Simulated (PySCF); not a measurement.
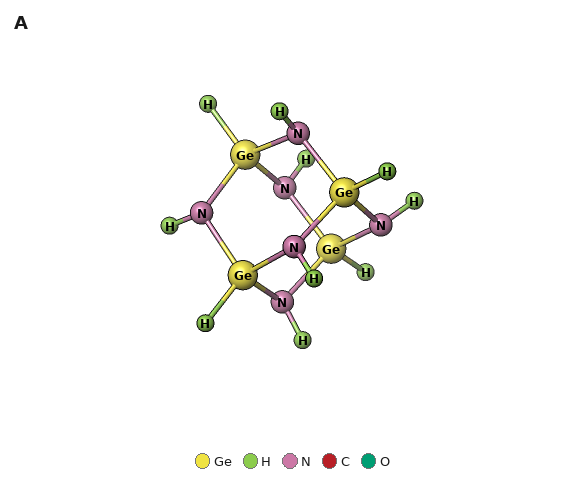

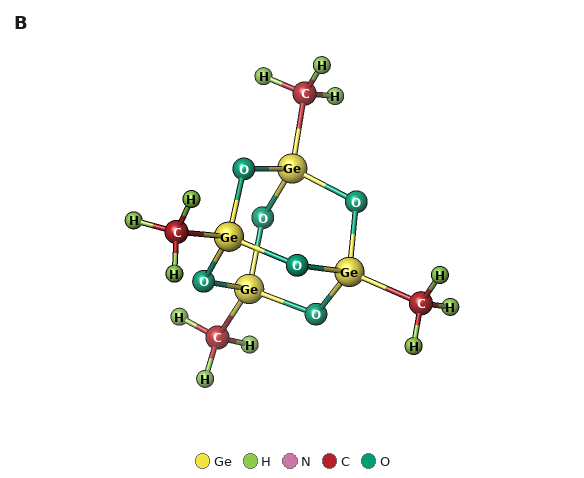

Two related species, optimised with PBE0-D3(BJ)/def2-SVP; properties computed with PySCF 2.14.0. Both: charge 0, singlet.

What are A and B?

A is (HGe)4NH6 adamantane, B is (MeGe)4O6 adamantane.

Compare them. With B3LYP/def2-SVPD: dipole moment (D), HOMO–LUMO gap (eV), HOMO energy (Kohn–Sham orbital) (eV), lowest vertical singlet excitation (eV), mean static polarisability (bohr³).

| quantity | A | B |
| --- | --- | --- |
| dipole moment (D) | 1.11 | 0.02 |
| HOMO–LUMO gap (eV) | 6.45 | 7.63 |
| HOMO energy (Kohn–Sham orbital) (eV) | −6.57 | −8.14 |
| lowest vertical singlet excitation (eV) | 5.60 | 6.72 |
| mean static polarisability (bohr³) | 143.1 | 161.3 |

Each is one conformer, and no frequency run is at hand to confirm it as a minimum.
